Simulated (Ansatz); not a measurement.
# Pressure series in TiAs

The parent structure is TiAs (space group P6_3/mmc, No. 194; a = 3.5988 Å, c = 11.9606 Å).

Cell and atoms are relaxed at each pressure.

Calculations: Ansatz (an electronic-structure program), PBEsol, PAW, cutoff 420 eV, without spin-orbit coupling.

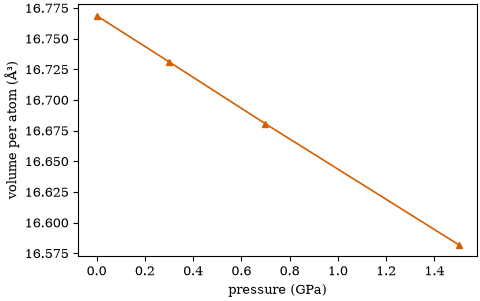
Figure. Volume per atom against pressure

Task: From the plot, what is the volume per atom for pressure 0.7 GPa?

Result: About 16.68 Å³.

Task: Is the trend monotonic over the range shown?

Result: Yes, it falls throughout, spanning 16.58 Å³ to 16.77 Å³.

Load acts through the strain it causes; cell and atoms are relaxed under it. Whether these cells are dynamically stable was not tested. All final runs are without spin polarisation.
